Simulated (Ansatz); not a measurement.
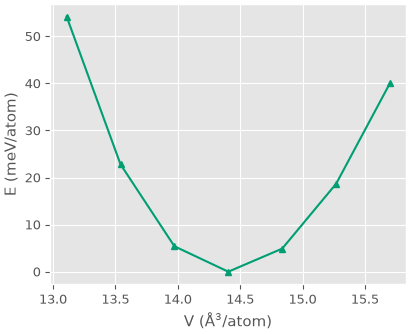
Al₃V in space group I4/mmm (No. 139; Al on 2b, Al on 4d, V on 2a) under volume change, the program Ansatz at the PBEsol level (PAW), shape and atoms relaxed at each volume.

### Question
What does a third-order Birch–Murnaghan fit give for V₀, B₀ and B′?

### Answer
V₀ = 14.40 Å³/atom, B₀ = 127 GPa, B′ = 4.1.

The workflow started from a Materials Project entry (that database holds measured and hypothetical structures alike); the Crystallography Open Database copy checked does not list it. Whether it is the stable phase at ambient conditions was not checked. The cell was relaxed with PBEsol under the symmetry of its start; whether a distortion lowers the energy is not shown. No spin polarisation was allowed.

Potentials: the later of the program's two PAW sets.
